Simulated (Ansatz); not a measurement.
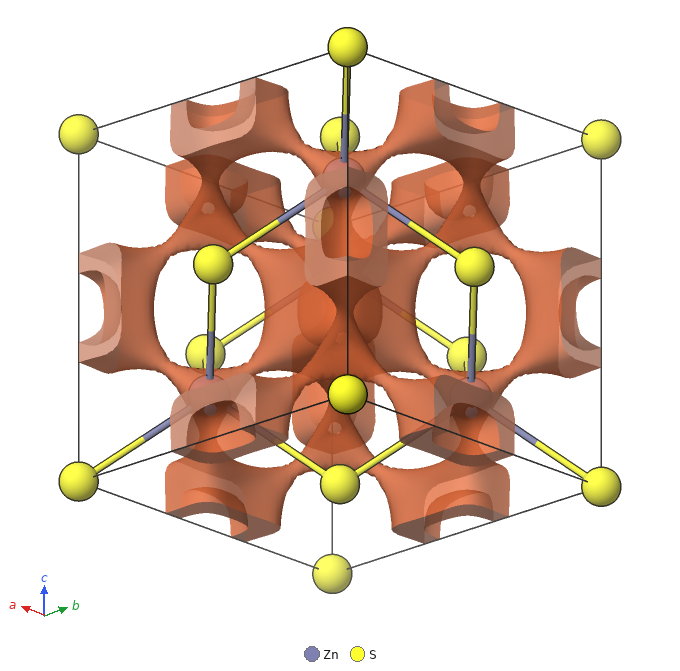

Bond-valence mismatch map for Zn2+ in ZnS (F-43m, No. 216): the orange surface encloses the points where |V − 2| < 0.4 v.u. (1×1×1 cells, view from a free direction). Pale faces close the region where the drawn box cuts it.

At each point the valence sum V of a Zn2+ ion is computed from the anions within 5 Å (s = exp((R0 − d)/b), R0 fitted to published crystal structures with b = 0.37 Å; R0: Zn2+–S 2.088 Å). The other Zn2+ ions are ignored. This is an empirical screen for pathways, not an energy calculation.

The cell is taken from a calculation's input that goes back to an entry of the Crystallography Open Database (an earlier step may have relaxed or displaced it).

```
Zn S
1.0
     5.38819    0.00000    0.00000
     0.00000    5.38819    0.00000
     0.00000    0.00000    5.38819
Zn S
4 4
Cartesian
  1.3470 1.3470 4.0411
  1.3470 4.0411 1.3470
  4.0411 1.3470 1.3470
  4.0411 4.0411 4.0411
  0.0000 0.0000 0.0000
  0.0000 2.6941 2.6941
  2.6941 0.0000 2.6941
  2.6941 2.6941 0.0000
```

> What pathways for Zn2+ does the map suggest at this level (counting the regions that come within 0.6 Å of a Zn site)?

The regions form a three-dimensional network.

> At which mismatch do paths open?

From a mismatch of about 0.30 v.u. the regions form a three-dimensional network. These are grid estimates, good to about 0.1 v.u.

> What is the valence sum at the Zn sites themselves?

2.08 v.u., against the formal 2.
